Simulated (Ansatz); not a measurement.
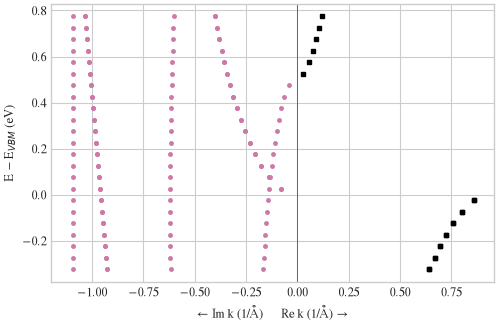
Figure. Complex bands at the centre of the two-dimensional zone; PBEsol in Ansatz (a program for electronic structure)

No gap correction and no spin-orbit coupling; mid-gap values are interpolated between computed energies.

This is AgBr (Fm-3m, rock salt, 2 atoms a cell, 24.2 Å³ an atom, -3 GPa at this level) along the normal of (111). Read off the slowest decay at the centre of the two-dimensional zone at 0.28 eV, the computed energy nearest the middle of the gap.

κ ≈ 0.10 1/Å, a decay length 1/(2κ) of the density of 4.9 Å.
